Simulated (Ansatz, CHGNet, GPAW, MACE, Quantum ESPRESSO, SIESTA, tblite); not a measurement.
**Amorphous Hg20Zn15S35 (70 atoms): one structure in several programs**

Wanted: errors and costs of other methods on amorphous Hg20Zn15S35 (70 atoms). A plane-wave run serves as the reference.

Method: Kohn-Sham DFT, PBE, SSSP efficiency 1.3.0 pseudopotentials, plane waves, in Quantum ESPRESSO 7.5.

### Step 1. Starting point

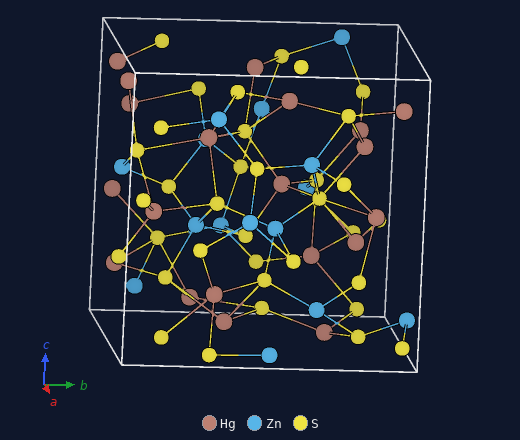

The starting structure, seen slightly off an axis (mercury pink, zinc blue, sulfur yellow). Bonds to atoms that aren't drawn are left out.

The cell holds 70 atoms: 20 Hg, 15 Zn and 35 S. Its edges and angles: a = 11.824 Å, b = 11.824 Å, c = 11.824 Å, α = 90.0°, β = 90.0°, γ = 90.0°. 70 atoms (20 Hg, 15 Zn, 35 S) placed at random at 6.14 g/cm³, melted at 2500 K for 10 ps at fixed volume with the Stillinger-Weber II-VI potential (Zhou et al., Phys. Rev. B 88, 085309 (2013)). Quenched from 2500 K to 700 K at 500 K/ps and fixed volume, held 5 ps, then minimised at fixed cell. Then every atom was moved at random, 0.03 Å r.m.s. a Cartesian component.

### Step 2. Plane-wave reference

pw.in

```
&control
  calculation = 'scf'
  pseudo_dir = './pseudo'
  outdir = './tmp'
  disk_io = 'none'
  tprnfor = .true.
  tstress = .true.
/
&system
  ibrav = 0
  nat = 70
  ntyp = 3
  ecutwfc = 45
  ecutrho = 360
  nosym = .true.
  occupations = 'smearing'
  smearing = 'fd'
  degauss = 0.003675
/
&electrons
  conv_thr = 3.5e-07
  electron_maxstep = 100
  mixing_beta = 0.4
  mixing_mode = 'plain'
  diagonalization = 'david'
/
ATOMIC_SPECIES
Hg 200.592 Hg.upf
Zn 65.380 Zn.upf
S 32.060 S.upf
CELL_PARAMETERS angstrom
11.82420 0.00000 0.00000
0.00000 11.82420 0.00000
0.00000 0.00000 11.82420
ATOMIC_POSITIONS crystal
Hg 0.75200 0.33141 0.20308
Hg 0.23239 0.71439 0.24719
Hg 0.01546 0.10197 0.71174
Hg 0.08300 0.04846 0.43199
Hg 0.25031 0.49267 0.88952
Hg 0.40311 0.75056 0.01745
Hg 0.28168 0.02249 0.90448
Hg 0.25388 0.85854 0.68321
Hg 0.51867 0.58304 0.82718
Hg 0.26225 0.30583 0.10035
Hg 0.78075 0.86373 0.48520
Hg 0.39822 0.58377 0.52033
[... 54 atom lines left out ...]
S 0.16405 0.18378 0.95606
S 0.76426 0.12339 0.77103
S 0.69384 0.76460 0.81321
S 0.54028 0.07227 0.64963
K_POINTS gamma
```

Started as:

```sh
> OMP_NUM_THREADS=1 mpirun -np 4 pw.x -in pw.in > output.txt
```

What it wrote:

```text
Program PWSCF
     gamma-point specific algorithms are used
     one sub-group per band group will be used
     scalapack distributed-memory algorithm (size of sub-group:  2*  2 procs)
     Parallelization info
     sticks:   dense  smooth     PW     G-vecs:    dense   smooth      PW
     Min        3576    1786    445               321611   113833   14262
     Max        3581    1790    450               321612   113834   14264
     Sum       14313    7153   1789              1286447   455335   57051
     bravais-lattice index     =            0
     lattice parameter (alat)  =      22.3445  a.u.
     unit-cell volume          =   11156.0872 (a.u.)^3
     number of atoms/cell      =           70
     number of atomic types    =            3
     number of electrons       =       910.00
[... lines left out ...]
     scf convergence threshold =      3.5E-07
[... lines left out ...]
     number of k points=     1  Fermi-Dirac smearing, width (Ry)=  0.0037
[... lines left out ...]
     total energy              =  -13966.84804354 Ry
[... lines left out ...]
     total energy              =  -13964.73147071 Ry
[... lines left out ...]
     total energy              =  -13969.04572725 Ry
[... lines left out ...]
     total energy              =  -13969.53039131 Ry
[... lines left out ...]
     total energy              =  -13969.53039134 Ry
[... lines left out ...]
  -106.8948-106.7885-106.7750 -72.4756 -72.4077 -72.3970 -72.3846 -72.3734
   -72.3486 -72.3290 -72.3187 -72.2972 -72.2518 -72.2263 -72.2197 -72.1909
   -72.1887 -72.1853 -72.1482 -72.1361 -72.1358 -72.1107 -72.1044 -72.0919
   -72.0610 -72.0502 -72.0331 -71.9953 -71.9894 -71.9685 -71.9473 -71.9440
[...]
13.4784  13.5165  13.5787  13.6429  13.6576  13.6936  13.7387  13.7837
    13.8219  13.9063  13.9437  13.9534  13.9991  14.0710  14.0984  14.1695
    14.2141  14.2209
     the Fermi energy is     7.5075 ev
!    total energy              =  -13969.53039123 Ry
     estimated scf accuracy    <       0.00000019 Ry
     smearing contrib. (-TS)   =      -0.02006323 Ry
     internal energy E=F+TS    =  -13969.51032800 Ry
     The total energy is F=E-TS. E is the sum of the following terms:
     one-electron contribution =  -11320.35523356 Ry
     hartree contribution      =    5808.04969412 Ry
     xc contribution           =   -1474.80319334 Ry
     ewald contribution        =   -6982.40159521 Ry
     convergence has been achieved in  26 iterations
     Forces acting on atoms (cartesian axes, Ry/au):
     atom    1 type  1   force =     0.01519522    0.00706190    0.00272617
     atom    2 type  1   force =    -0.02833855    0.00371232    0.00883154
     atom    3 type  1   force =     0.00005167    0.00998010    0.01405870
[...]
atom   69 type  3   force =    -0.00405271   -0.02757106   -0.03064458
     atom   70 type  3   force =    -0.04406584   -0.00124241   -0.01195463
     Total force =     0.229785     Total SCF correction =     0.002712
     Computing stress (Cartesian axis) and pressure
          total   stress  (Ry/bohr**3)                   (kbar)     P=      -24.37
  -0.00013910  -0.00003459  -0.00001928          -20.46       -5.09       -2.84
  -0.00003459  -0.00021827  -0.00005805           -5.09      -32.11       -8.54
  -0.00001928  -0.00005805  -0.00013952           -2.84       -8.54      -20.52
     Message from routine punch:
     Nothing written, as per user request (disk_io='none')
```

It took 8.8 min on 4 MPI ranks of Arm Neoverse V1, shared host; peak memory 4.5 GiB; 35 min of CPU time.

Banners, paths, timers and routine set-up lines are dropped from the logs unmarked, and long logs keep their key lines alone; longer cuts are marked.

Numbers from this run:

```
r.m.s. force component : 0.4077 eV/Å
longest force          : 1.413 eV/Å
pressure               : -2.436 GPa
```

### Step 3. Structure statistics

g(r), total and by pair (bins of 0.2 Å):

| r (Å) | total | S-S | S-Hg | S-Zn | Hg-Hg | Hg-Zn | Zn-Zn |
| --- | --- | --- | --- | --- | --- | --- | --- |
| 2.30 | 0.39 | 0.00 | 0.00 | 1.80 | 0.00 | 0.00 | 0.00 |
| 2.50 | 2.35 | 0.00 | 1.47 | 8.96 | 0.00 | 0.00 | 0.00 |
| 2.70 | 1.83 | 0.00 | 5.35 | 1.44 | 0.00 | 0.00 | 0.00 |
| 2.90 | 0.61 | 0.25 | 1.57 | 0.31 | 0.00 | 0.26 | 0.00 |
| 3.10 | 0.90 | 1.80 | 0.80 | 0.25 | 0.65 | 0.22 | 1.76 |
| 3.30 | 0.62 | 0.81 | 0.35 | 0.12 | 2.38 | 0.58 | 0.56 |
| 3.50 | 1.13 | 1.39 | 0.61 | 0.30 | 2.71 | 2.15 | 1.43 |
| 3.70 | 1.26 | 2.07 | 1.10 | 0.27 | 0.71 | 1.27 | 3.45 |
| 3.90 | 1.07 | 1.40 | 0.49 | 0.73 | 2.17 | 1.30 | 1.93 |
| 4.10 | 1.33 | 1.21 | 0.72 | 1.20 | 1.98 | 2.35 | 2.45 |
| 4.30 | 1.21 | 1.82 | 0.66 | 1.35 | 0.73 | 1.30 | 1.25 |
| 4.50 | 1.17 | 1.50 | 1.06 | 0.99 | 1.47 | 0.97 | 0.88 |
| 4.70 | 0.96 | 0.92 | 0.98 | 1.30 | 0.29 | 1.09 | 0.27 |
| 4.90 | 0.73 | 0.63 | 0.78 | 0.73 | 0.96 | 0.64 | 0.72 |
| 5.10 | 0.90 | 0.58 | 1.12 | 1.21 | 0.64 | 0.76 | 0.67 |
| 5.30 | 0.68 | 0.57 | 0.83 | 0.71 | 0.58 | 0.62 | 0.41 |
| 5.50 | 0.88 | 0.74 | 0.78 | 1.03 | 1.20 | 0.79 | 1.17 |
| 5.70 | 0.95 | 0.69 | 1.25 | 1.20 | 0.61 | 0.61 | 0.89 |

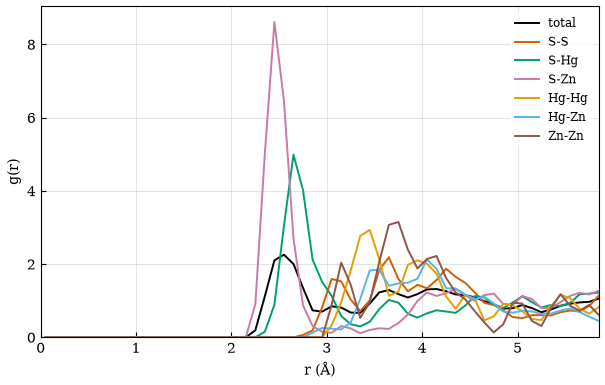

Pair distribution functions, lightly smoothed.

Bonds by pair of elements; cutoffs follow the first minimum of g(r), held within bounds set by covalent radii, and pairs that aren't listed don't count as bonded:

| pair A-B | cutoff (Å) | bonds | mean length (Å) | spread (Å) | shortest (Å) | B about A | A about B |
| --- | --- | --- | --- | --- | --- | --- | --- |
| S-Hg | 3.15 | 73 | 2.75 | 0.162 | 2.44 | 2.09 | 3.65 |
| S-Zn | 3.02 | 62 | 2.49 | 0.107 | 2.33 | 1.77 | 4.13 |

The cutoff for S-Hg falls short of the minimum of g(r), so counts run low and odd coordinations can be artefacts.

How many atoms have how many bonded neighbours:

| element | mean | 2 | 3 | 4 | 5 | 6 |
| --- | --- | --- | --- | --- | --- | --- |
| Hg | 3.65 | 2 | 5 | 11 | 2 | 0 |
| S | 3.86 | 1 | 10 | 18 | 5 | 1 |
| Zn | 4.13 | 0 | 1 | 11 | 3 | 0 |

Rings of the network by King's shortest-path rule, up to 12 atoms, one path for each pair of neighbours; H, halogens, alkali and alkaline-earth atoms are left out, and the last column divides by all other atoms, bonded or not:

| ring size (atoms) | rings | per network atom |
| --- | --- | --- |
| 4 | 18 | 0.257 |
| 6 | 81 | 1.16 |
| 8 | 55 | 0.786 |
| 10 | 5 | 0.071 |

### Step 4. What was run beside it

The programs:
- CHGNet: machine-learned potential, published weights.
- GPAW 26.7.0: PAW with atomic orbitals (LCAO), plane waves or a real-space grid of spacing h.
- MACE: machine-learned potential, published weights.
- SIESTA 5.4.2: numerical atomic orbitals, whose automatically made sets are far from complete, with PseudoDojo norm-conserving potentials that we converted to its format (checked against plane waves on the same files for H, C, O, Si, Ge and Ca alone); labels give functional, basis size, energy shift and mesh cutoff.
- tblite 0.8.0: extended tight binding, driven from Python.

All use the same cell and atoms; the electronic-structure runs use the same k-mesh, and an electronic temperature of 580 K (0.05 eV) where levels are smeared.

Differences are against the plane-wave reference, forces as r.m.s. over components; share is that over the reference's r.m.s. force, slope the least-squares factor from reference forces to these. Total energies of different programs have different zeros and aren't compared.

| run | Δ force, r.m.s. (meV/Å) | share (%) | slope | Δ pressure (GPa) | cores | CPU time | memory (GiB) |
| --- | --- | --- | --- | --- | --- | --- | --- |
| reference | - | - | - | - | 4 | 35 min | 4.5 |
| CHGNet 0.3.0 potential | 253 | 62.1 | 0.750 | 0.314 | 1 | 3.8 s | 0.67 |
| CHGNet r2SCAN potential | 277 | 67.8 | 0.661 | -0.546 | 1 | 3.8 s | 0.67 |
| GPAW PBE, LCAO dzp, h 0.15 Å | 58.4 | 14.3 | 1.003 | - | 1 | 13 min | 4.1 |
| GPAW PBE, LCAO dzp, h 0.2 Å | 59.4 | 14.6 | 0.999 | - | 1 | 6.4 min | 1.9 |
| GPAW PBE, LCAO sz(dzp), h 0.2 Å (coarse) | 220 | 53.9 | 0.927 | - | 1 | 2.6 min | 1.6 |
| MACE MP-0b2 small potential | 150 | 36.9 | 0.991 | 1.31 | 1 | 6.4 s | 0.72 |
| SIESTA PBE, DZP, shift 0.01 Ry, mesh 100 Ry (coarse) | 203 | 49.9 | 1.064 | -3.95 | 2 | 71 s | 0.57 |
| SIESTA PBE, DZP, shift 0.01 Ry, mesh 500 Ry | 137 | 33.7 | 1.074 | -4.13 | 2 | 5.4 min | 1.7 |
| SIESTA PBE, SZP, shift 0.01 Ry, mesh 500 Ry (coarse) | 971 | 238 | 1.496 | -16.0 | 2 | 4.6 min | 1.5 |
| tblite GFN1-xTB | 313 | 76.8 | 0.832 | 0.0291 | 1 | 4.2 s | 0.14 |

Rows marked coarse were listed beforehand as settings not expected to be converged; some can still land near the reference.

Times of the machine-learned potentials are mostly Python's start and the loading of weights.

CPU time is summed over cores on a shared host, where runs went side by side, so it is rough. Symmetry, cutoffs, thresholds, outputs and thread counts weren't matched or tuned between programs; memory under MPI is the largest rank's times the ranks.

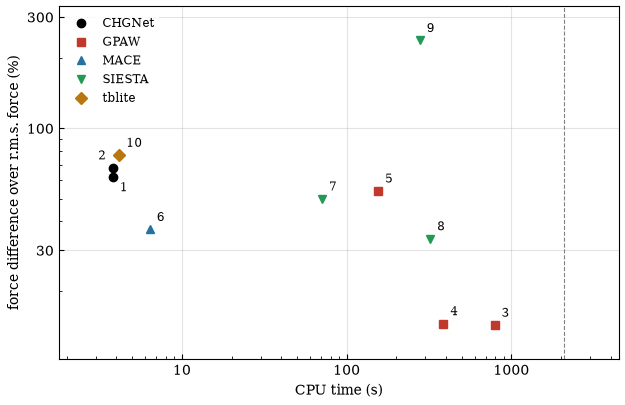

Force difference against CPU time; the dashed line marks the reference's time. Points: 1 CHGNet 0.3.0 potential; 2 CHGNet r2SCAN potential; 3 GPAW PBE, LCAO dzp, h 0.15 Å; 4 GPAW PBE, LCAO dzp, h 0.2 Å; 5 GPAW PBE, LCAO sz(dzp), h 0.2 Å; 6 MACE MP-0b2 small potential; 7 SIESTA PBE, DZP, shift 0.01 Ry, mesh 100 Ry; 8 SIESTA PBE, DZP, shift 0.01 Ry, mesh 500 Ry; 9 SIESTA PBE, SZP, shift 0.01 Ry, mesh 500 Ry; 10 tblite GFN1-xTB.

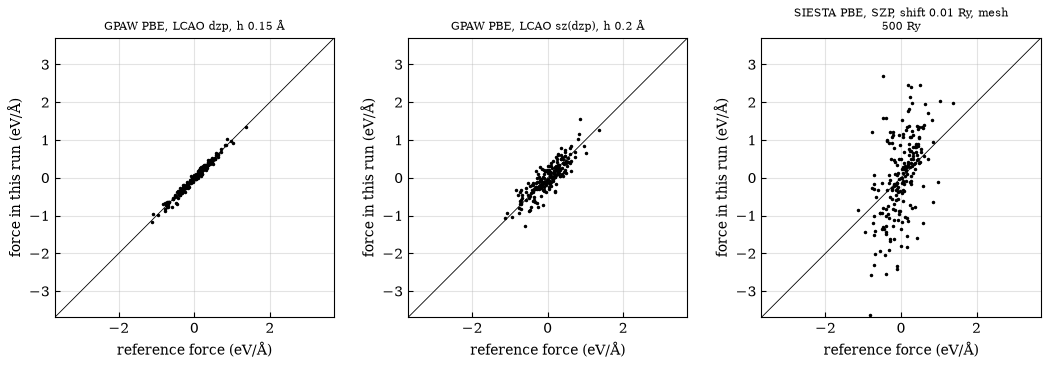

Force components against those of the reference; the line marks equality. Points beyond the frame are left out.

Within one program, basis, potentials and functional, energies share a zero. Each run against its twin at the usual cutoff or grid and solver:

| run | twin | Δ energy (meV/atom) | Δ force, r.m.s. (meV/Å) | CPU time over the twin's |
| --- | --- | --- | --- | --- |
| GPAW PBE, LCAO dzp, h 0.15 Å | LCAO dzp, h 0.2 Å | -24.8 | 20.0 | 2.0 |
| SIESTA PBE, DZP, shift 0.01 Ry, mesh 100 Ry | DZP, shift 0.01 Ry, mesh 500 Ry | -22.0 | 148 | 0.22 |

A second geometry, displaced anew (every atom was moved at random, 0.06 Å r.m.s. a Cartesian component), gives an energy difference that all programs can be tested on. The reference puts it at 13.80 meV/atom.

| run | energy less the first geometry's (meV/atom) | error (meV/atom) | force share at the second geometry (%) |
| --- | --- | --- | --- |
| tblite GFN1-xTB | 17.04 | 3.24 | 73.1 |
| GPAW PBE, LCAO dzp, h 0.2 Å | 13.84 | 0.0348 | 14.9 |
| SIESTA PBE, DZP, shift 0.01 Ry, mesh 500 Ry | 18.02 | 4.21 | 36.6 |
| CHGNet 0.3.0 potential | 13.73 | -0.0681 | 58.3 |
| CHGNet r2SCAN potential | 11.86 | -1.95 | 64.6 |
| MACE MP-0b2 small potential | 10.61 | -3.19 | 34.8 |
| SIESTA PBE, SZP, shift 0.01 Ry, mesh 500 Ry | 30.43 | 16.6 | 229 |
| GPAW PBE, LCAO sz(dzp), h 0.2 Å | 16.37 | 2.57 | 58.4 |
| GPAW PBE, LCAO dzp, h 0.15 Å | 13.82 | 0.0193 | 14.2 |
| SIESTA PBE, DZP, shift 0.01 Ry, mesh 100 Ry | 15.88 | 2.07 | 49.7 |

### Step 5. Outcome

```
reference r.m.s. force component                       : 0.408 eV/Å
nearest in forces                                      : GPAW PBE, LCAO dzp, h 0.15 Å, 14 %
farthest in forces                                     : SIESTA PBE, SZP, shift 0.01 Ry, mesh 500 Ry (coarse), 238 %
cheapest electronic-structure run beside the reference : tblite GFN1-xTB, 4.2 s of CPU time
```

In words: The PBE runs in local orbitals, coarse settings apart, differ by 14 % (GPAW PBE, LCAO dzp, h 0.15 Å) to 34 % (SIESTA PBE, DZP, shift 0.01 Ry, mesh 500 Ry); basis, grid and potentials can all enter. Tight binding differs by 77 % (tblite GFN1-xTB); it is another model, with fitted parameters of its own, and the xTB methods hold dispersion. Machine-learned potentials differ by 37 % (MACE MP-0b2 small potential) to 68 % (CHGNet r2SCAN potential); they were trained on other programs' data, some at another functional. Among those trained on PBE data the slope goes as low as 0.75, with a correlation of 0.80, so directions differ as well as sizes. Runs with settings chosen to be coarse differ by 50 % (SIESTA PBE, DZP, shift 0.01 Ry, mesh 100 Ry) to 238 % (SIESTA PBE, SZP, shift 0.01 Ry, mesh 500 Ry), their programs' other errors included. Of the electronic-structure runs that take under half the reference's CPU time, GPAW PBE, LCAO dzp, h 0.15 Å is among the nearest, at 14 % in 13 min against 35 min. In pressure, SIESTA PBE, SZP, shift 0.01 Ry, mesh 500 Ry misses by -16.0 GPa, at the same functional. The energy difference between the two geometries, 13.8 meV/atom in the reference, is met best by GPAW PBE, LCAO dzp, h 0.15 Å (+0.0193) and worst by SIESTA PBE, SZP, shift 0.01 Ry, mesh 500 Ry (coarse) (+16.6). In the reference: levels near the Fermi energy are neither full nor empty under the smearing, so no gap is quoted. In the reference: first main peaks of g(r), for some of the pairs, lie near 2.7 Å (S-Hg), 2.5 Å (S-Zn) and 3.4 Å (Hg-Hg). Periodic xTB results under one method name differ between programs and library versions. The potentials hold different valence shells: 910 electrons in the reference, 750 in GPAW; this bears on time and differences. The reference's pressure holds the uncorrected Pulay stress of its 45 Ry basis, so small pressure differences, and their order, may be the reference's own error. Machine-learned potentials mimic data converged in k, so the reference's own k-point error enters their differences. The quench rate of 500 K/ps is many orders above laboratory rates, so the cell is likely richer in defects and strain than a real sample. The network of bonds at the start is that of the classical potential that made the cell, and needn't be the one that DFT or experiment would give. The reference's pressure of -2.4 GPa belongs to a cell and atoms that aren't relaxed at this level. The electronic-structure runs sample only Γ, in a cell whose shortest periodic width is 12 Å, which is coarse for a cell with partly filled levels. Spin–orbit coupling is left out, which matters for the levels of the heavy elements.

[Also dropped from logs without a mark: logging warnings of Python, and SIESTA's first energy breakdown and zero terms.]

[Logs are printed without paths, hosts, clocks, repeated set-up lines and the standing remarks that a program may print on its own settings, such as how far it seeks lower states.]

[Hosts, paths, dates, database ids (printed as entryN), source tags and the programs' standing remarks are cut or masked in the printed files.]
